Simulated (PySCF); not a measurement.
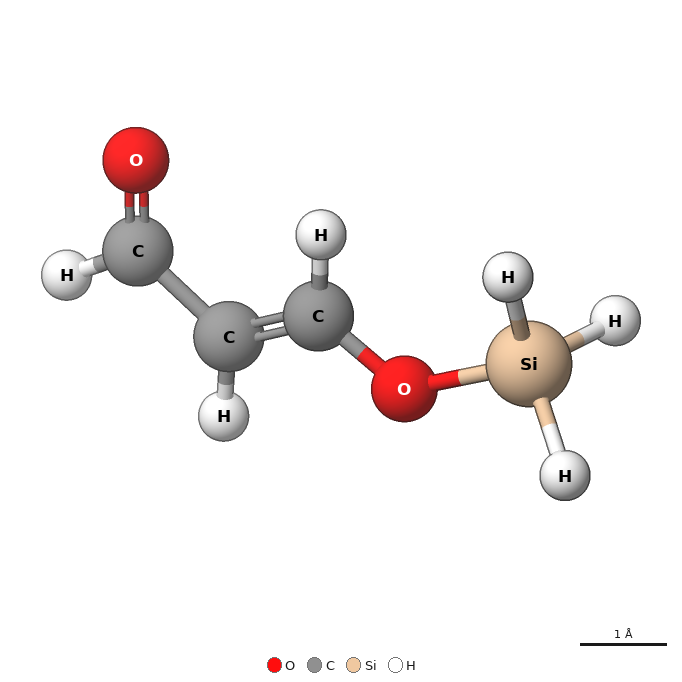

A ball-and-stick model of a molecule. Multiple sticks mark multiple bonds (one Kekulé form).

Computed geometry: PBE0-D3(BJ)/def2-SVP optimisation. No frequency run is at hand to confirm it as a minimum.

**Count the atoms of each element.**

C₃H₆O₂Si, 12 atoms: 3 carbon, 6 hydrogen, 2 oxygen and 1 silicon.

**Name functional groups in it.**

Among them: aldehyde, alkene, Si–H bond, Si–O bond.

**Count the bonded pairs by element.**

3 C–H, 3 Si–H, 2 C–O, 2 C–C, 1 O–Si.

**Give a SMILES string for it.**

O=C/C=C/O[SiH3]

More results for the same structure follow; atom numbers are the same in all pictures, views and colours differ.

Symmetry

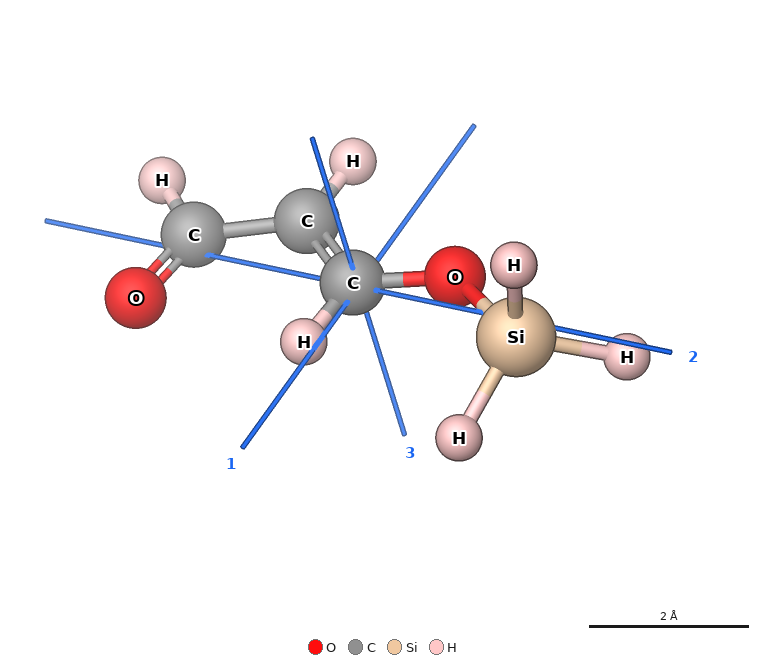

The three principal axes of inertia are drawn and numbered. Distant atoms are faded towards the background colour. No frequency run is at hand to confirm it as a minimum. Masses are those of the most abundant isotopes; constants are for the rigid equilibrium geometry.

**Which line is the a axis (least moment of inertia), which b and which c?**

a is line 2, b is line 1, c is line 3; the moments are 44.5, 462, 500 u Å².

**What kind of rotor is it, and what are its rotational constants in GHz?**

An asymmetric top (C1): A = 11.4, B = 1.09, C = 1.01 GHz. Ray's parameter κ is −0.98, close to the prolate limit.

Charges

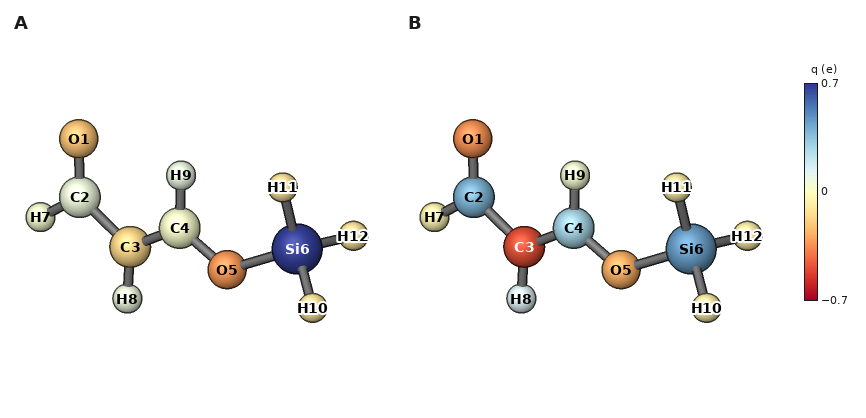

Atomic charges of one calculation by 2 schemes, on one colour scale. No frequency run is at hand to confirm it as a minimum. Level of theory: PBE0/STO-3G (PySCF 2.14.0).

**The schemes are ESP-fitted, Mulliken. Which panel shows which?**

A Mulliken, B ESP-fitted.

List the charges (e), one line for each set of equivalent atoms.

| atom | Mulliken | ESP-fitted |
| --- | --- | --- |
| O1 | −0.21 | −0.33 |
| C2 | 0.07 | 0.39 |
| C3 | −0.15 | −0.48 |
| C4 | 0.03 | 0.29 |
| O5 | −0.32 | −0.27 |
| Si6 | 0.68 | 0.45 |
| H7 | 0.05 | −0.03 |
| H8 | 0.08 | 0.14 |
| H9 | 0.08 | 0.05 |
| H10 | −0.10 | −0.06 |
| H11 | −0.11 | −0.07 |
| H12 | −0.10 | −0.06 |

Quadrupole coupling

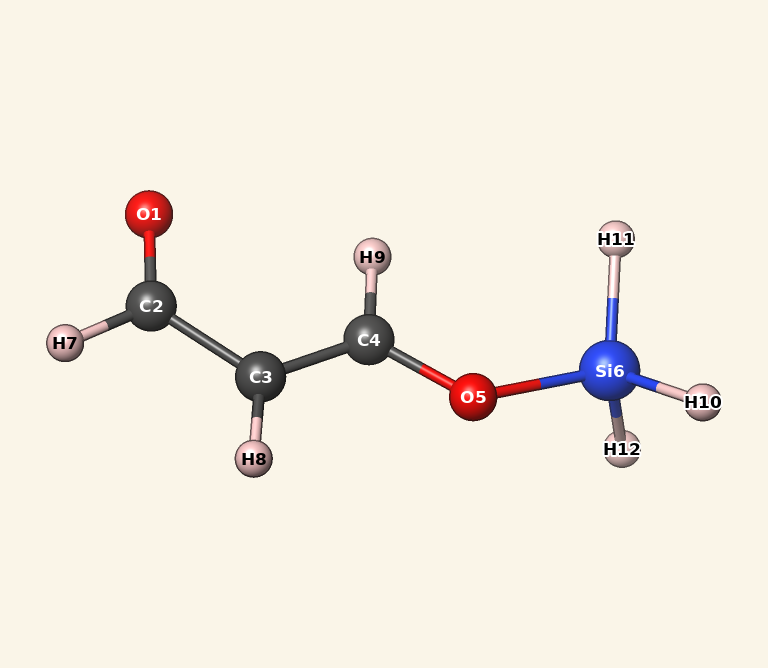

No frequency run is at hand to confirm it as a minimum. Electric field gradients from the ground-state density, PBE0/STO-3G (PySCF 2.14.0), non-relativistic apart from any core potentials.

Give the largest field-gradient component, the quadrupole coupling constant and the asymmetry for 17O at O1 (Q = −25.6 mb), 17O at O5 (Q = −25.6 mb), 2H at H7 (Q = 2.86 mb), 2H at H8 (Q = 2.86 mb).

```json
{"atom": "O1", "V_zz (a.u.)": "−2.169", "e²qQ/h (MHz)": "13.05", "η": "0.05"}
{"atom": "O5", "V_zz (a.u.)": "1.968", "e²qQ/h (MHz)": "−11.84", "η": "0.25"}
{"atom": "H7", "V_zz (a.u.)": "0.264", "e²qQ/h (MHz)": "0.177", "η": "0.01"}
{"atom": "H8", "V_zz (a.u.)": "0.299", "e²qQ/h (MHz)": "0.201", "η": "0.05"}
```

NMR shielding

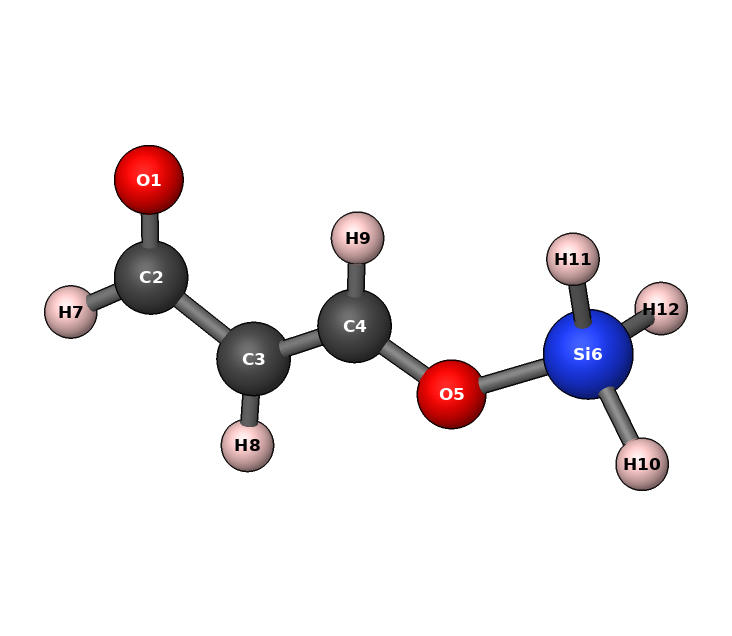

No frequency run is at hand to confirm it as a minimum. Properties computed with GIAO CAM-B3LYP/pcSseg-1 NMR shielding, non-relativistic, gas phase (PySCF 2.14.0). Principal shieldings σ11 ≤ σ22 ≤ σ33, span Ω = σ33 − σ11, skew κ = 3(σiso − σ22)/Ω.

**Which O atom has the most anisotropic shielding?**

O1, with a span of 1262 ppm.

Give the shielding tensors of the O atoms.

```
atom     σ11     σ22    σ33    σiso       Ω      κ
  O1  −873.8  −397.6  388.5  −294.3  1262.2   0.25
  O5    80.7   219.9  345.6   215.4   264.8  −0.05
```

Shieldings and span in ppm.

Mulliken values depend strongly on the basis set and can even reverse the polarity of a bond.
